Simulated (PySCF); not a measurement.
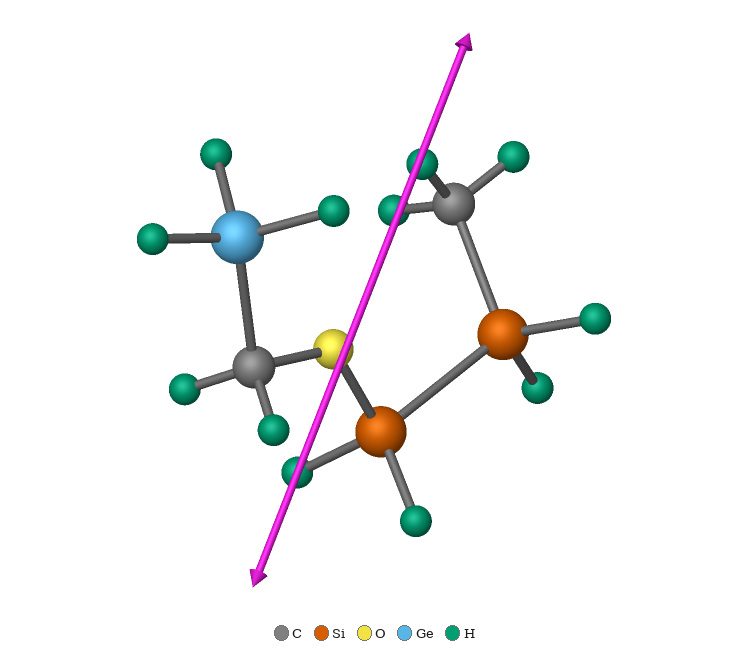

The double arrow shows the direction of the transition dipole to excited singlet state 1 (its length means nothing). The geometry was computed by an optimisation with GFN2-xTB. No frequency run is at hand to confirm it as a minimum. Properties computed with TDDFT ωB97X-D/def2-SVPD, vertical, gas phase, core orbitals frozen in the response (PySCF 2.14.0).

Question: Give its energy, strength and character.

Answer: 6.71 eV (185 nm), oscillator strength 0.041, mainly HOMO → LUMO (weight 0.80); transition dipole 1.26 D.

The geometry is semi-empirical. Around Ge, Si such bond lengths and angles can be off by a tenth of an ångström or more and by several degrees, and values that hang on the shape move with them.
